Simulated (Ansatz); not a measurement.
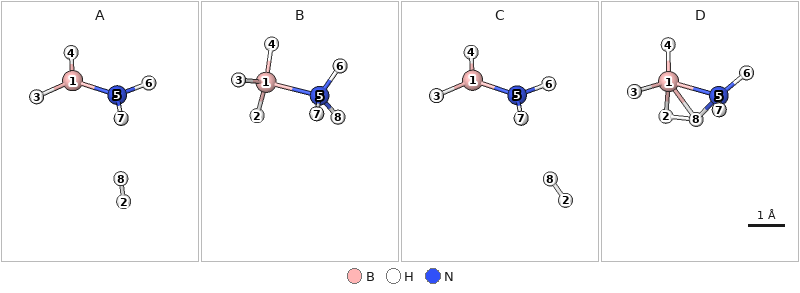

4 geometries from a converged minimum-energy path of BNH6, shuffled. The picture is a ball-and-stick view, seen at a tilt.

The calculation used Ansatz, RKS r2SCAN-D4/def2-SVP. Run with 7 movable images; climbing image; force threshold 0.05 eV/Å; iteration limit 60; starting path through a guess of the saddle point.

**Which of them lies highest in energy?**

D. In order along the path, whose images run from 0 to 8: B (image 1, +6.6 kJ/mol), D (image 3, +152.6 kJ/mol), A (image 7, +9.0 kJ/mol), C (image 8, +8.6 kJ/mol). Breaking: B1–H2 (1.22 → 1.38 at the top → 4.35 Å), N5–H8 (1.02 → 1.41 at the top → 2.83 Å). Forming: H2–H8 (2.57 → 0.99 at the top → 0.76 Å).

Cost: 2.9 min on 1 thread of Arm Neoverse V2, with other jobs on the host, peak memory 0.11 GiB.
